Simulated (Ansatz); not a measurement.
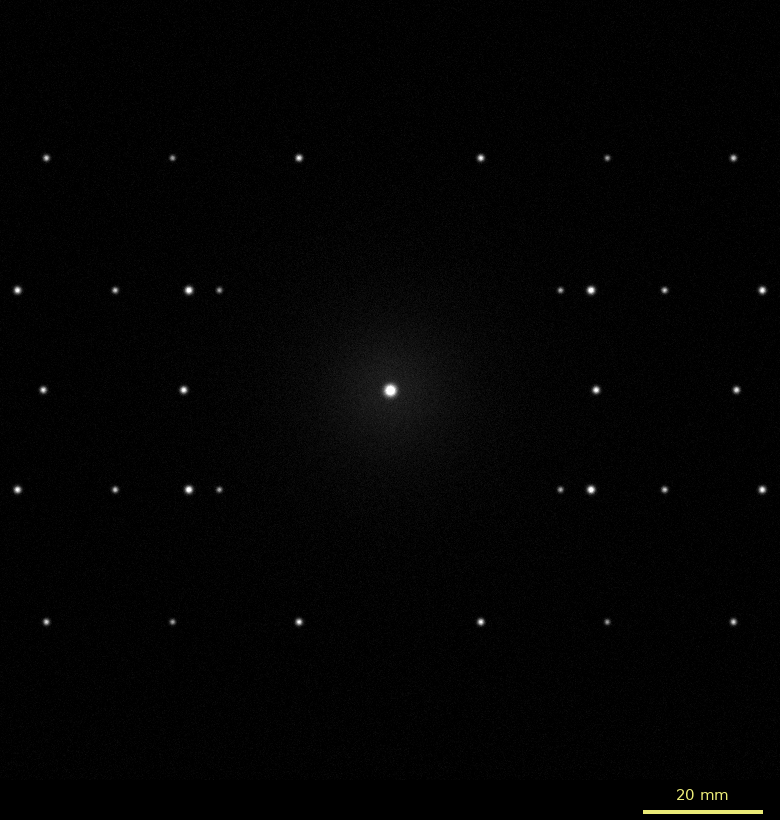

Simulated X-ray rotation photograph: Co Kα radiation (λ = 1.7902 Å), cylindrical film of radius 57.3 mm unrolled, rotation axis vertical and normal to the beam, kinematic intensities without Lorentz or polarisation factors, the film spanning ±63° about the beam; spots down to d = 1.69 Å.

Measure the layer lines and find the identity period along the axis.

Answer. The first layer line lies 16.9 mm from the equator, so tan ν = 0.294, sin ν = 0.282 and the period is λ/sin ν = 6.34 Å. Further lines follow at 39.2 mm.

The crystal is La, space group P6_3/mmc (No. 194), a = 3.66 Å, c = 5.98 Å (hexagonal axes). Structure: the geometry relaxed with DFT, PBEsol, plane waves (420 eV) with PAW, scalar-relativistic in Ansatz; the starting structure was generated, so it need not be a known form of this composition.

About which axis was it rotated?

Answer. About [210] (or an equivalent direction), whose length in the conventional cell is 6.339 Å.
